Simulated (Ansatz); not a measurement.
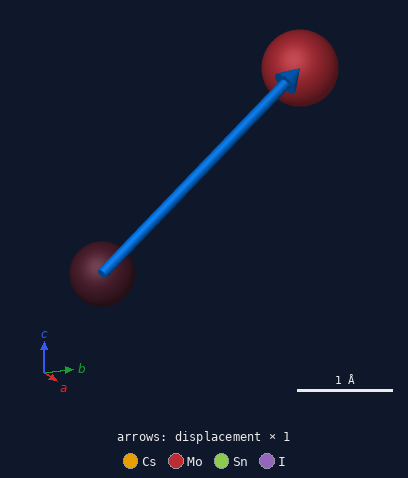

A relaxation of a defect cell of composition Cs$_{7}$MoSn$_{8}$I$_{24}$. The starting structure is drawn faded, the final one solid; blue arrows show the displacements, at their true length.

A ball-and-stick model of the atoms within 4.2 Å of the atom that moves most (axes of the cell of the calculation (origin shifted)), seen slightly off an axis.

Theory: DFT, PBEsol, PAW, plane waves in Ansatz 0.2.0. Settings: plane-wave cutoff 420 eV; k-point mesh 1 × 1 × 1; mesh shifted by (0.25, 0.25, 0.25); collinear spin; atoms relaxed in a fixed cell; force threshold 0.03 eV/Å; at most 80 steps.

Question: Atoms of which element are displaced furthest, and by how much?

Answer: Molybdenum: up to 3.26 Å, against 1.66 Å for iodine.

Question: What happened in the run?

Answer: After 29 geometry steps the energy has fallen by 2.585 eV per cell of the calculation. The largest force component goes from 0.24 to 0.01 eV/Å. The forces were under the threshold at step 3, but the run went on from there. The atom that moves furthest is the Mo atom (3.26 Å along [−1 3 2]). Largest moves by element: Mo 3.26 Å, I 1.66 Å, Cs 0.55 Å, Sn 0.37 Å. The cell doesn't change. Cost: 36 s on 1 × NVIDIA GB200 with 8 threads of Arm Neoverse-V2, peak memory 2.5 GiB.
